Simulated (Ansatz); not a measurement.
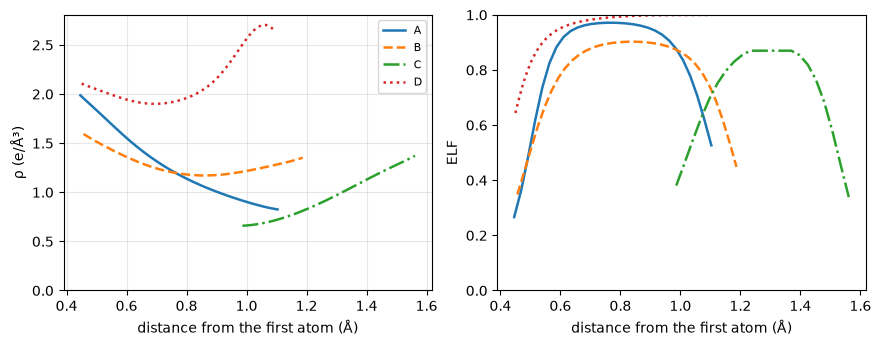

*CH$_{7}$GaSSi (SMILES [SiH3]C[S][GaH2]). Total electron density and ELF along straight lines between neighbouring atoms. The curves leave out the atomic cores.*

Geometry: PBE0-D4/def2-TZVP.

All numbers below come from Ansatz, RKS PBE0-D4/def2-TZVPP.

Input file:

```
crystal:
  periodic: [false, false, false]
  atoms:
    - {symbol: Si, position_ang: [-1.171758, 1.154114, 0.054812]}
    - {symbol: C, position_ang: [0.647084, 0.860695, 0.417647]}
    - {symbol: S, position_ang: [1.404127, -0.079796, -0.952450]}
    - {symbol: Ga, position_ang: [0.818932, -2.144065, -0.506636]}
    - {symbol: H, position_ang: [-1.311817, 1.880899, -1.231861]}
    - {symbol: H, position_ang: [-1.814757, 1.946496, 1.140873]}
    - {symbol: H, position_ang: [-1.853371, -0.163835, -0.052365]}
    - {symbol: H, position_ang: [1.187592, 1.807791, 0.481608]}
    - {symbol: H, position_ang: [0.787170, 0.340288, 1.366498]}
    - {symbol: H, position_ang: [1.249148, -3.214232, -1.554665]}
    - {symbol: H, position_ang: [0.057660, -2.388354, 0.836548]}
basis:
  gaussian: {orbitals: def2-TZVPP}
hamiltonian: {xc: pbe0, dispersion: d4}
output: {orbitals: {seedname: orbitals}}
```

Launched as:

```sh
ansatz run in.yaml --threads 2 --pin off --events-out ev --progress --plain --max-ram 32768MiB --backend cpu
```

### Which curve belongs to which contact (C–H, C–S, C–Si and Ga–S)? The first atom named is at distance zero.

Curve A: C–Si (1.88 Å): ρ is about 0.96 e/Å³ halfway; the ELF peaks at about 1 between the atoms; localised, covalent bonding. Curve B: C–S (1.83 Å): ρ is about 1.2 e/Å³ halfway; the ELF peaks at about 0.90 between the atoms (localised, covalent bonding). Curve C: Ga–S (2.19 Å): ρ is about 0.72 e/Å³ halfway; the ELF peaks at about 0.85 in the valence shell of S, 1.0 Å from its nucleus, and is about 0.70 at the midpoint. Curve D: C–H (1.09 Å): the density is about 2 e/Å³ at the midpoint; the ELF climbs to about 1 towards the hydrogen, as it does in any bond to H (a covalent bond by its length).
